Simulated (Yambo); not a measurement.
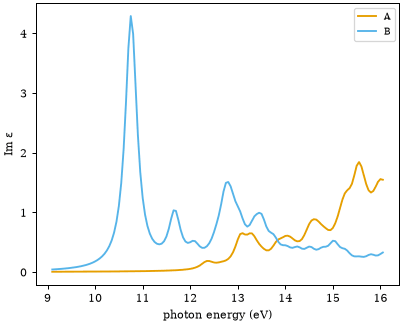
Figure. Two computed absorption spectra of Rb2SiF6 (space group Fm-3m, No. 225) (Yambo, LDA bands with the same scissor, field along x)

### Question
Which curve includes the electron-hole attraction (BSE), and where are its main peaks?

### Answer
Curve B: the attraction moves weight to lower energy (centre of the plotted range 12.3 eV against 14.7 eV). Its peaks lie at 10.8 eV, 11.7 eV, 12.8 eV, 13.4 eV. Settings: 4×4×4 mesh, 17 valence and 7 conduction bands, static screening with 85 bands and a 3 Ry block, scissor 4.52 eV, Tamm-Dancoff. The scissor comes from a G0W0 run whose convergence isn't established. Broadening 0.15 eV. The band window holds all transitions up to 16.8 eV. Fine structure above the onset can come from the mesh.

Geometry of the Materials Project entry, not relaxed at this level; primitive cell a = 5.907 Å, b = 5.907 Å, c = 5.907 Å, α = 60.00°, β = 60.00°, γ = 60.00°.

The structure is a Materials Project entry; no match was found in the copy of COD used, and its stability was not checked.
